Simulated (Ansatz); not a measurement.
**From InCl3 to InBr3: predicting a member**

On one In centre, n of the Cl ligands are replaced by Br. The atomisation energy (no zero-point term) y in kJ/mol at CCSD(T)/def2-TZVPP. Shapes, held fixed at every level: PBE0-D4/def2-TZVP. Programs: Ansatz 0.2.0.

| molecule | n | y (kJ/mol) |
| --- | --- | --- |
| InCl3 | 0 | 957 |
| InBrCl2 | 1 | ? |
| InBr2Cl | 2 | 894 |
| InBr3 | 3 | 862 |

Fit y = c + s·n to the known rows and predict InBrCl2.


1. Means of the 3 rows: n = 1.66667, y = 904.3.
2. Σ(Δn)² = 4.6667, Σ(Δn·Δy) = -147.67, so the slope is -147.67/4.6667 = -31.643.
3. Intercept: 904.3 − (-31.643) × 1.66667 = 957.0. The largest residual of the fit is 0.3.
4. InBrCl2: 957.0 + (-31.643) × 1 = 925 kJ/mol.

The run gave 926 kJ/mol, so the prediction is off by -1 kJ/mol, at the rounding of the table. The steps are nearly additive. The slope is the difference between a In–Br and a In–Cl bond. Other levels give for InBrCl2: B3LYP-D4/def2-TZVPP 912; PBE0-D4/def2-TZVPP 959; MP2/def2-TZVPP 974 kJ/mol. Spin-orbit coupling of the free atoms (Cl 4, Br 15 kJ/mol each; the atoms kept shift only the intercept) is left out. For atoms past krypton def2 sets carry core potentials with scalar relativity. Relativity is left out for Br unless named. Correlated rows may include outer-core shells of Br, In, which these sets cover unevenly.

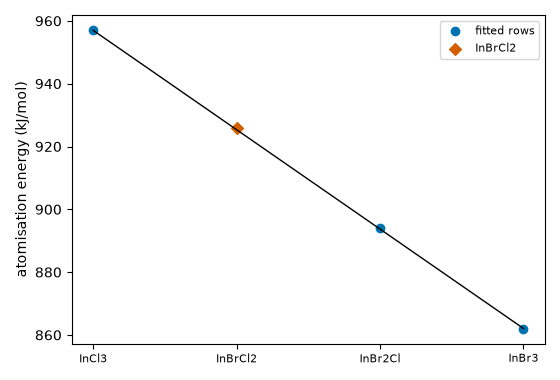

The fitted line, with the withheld member.
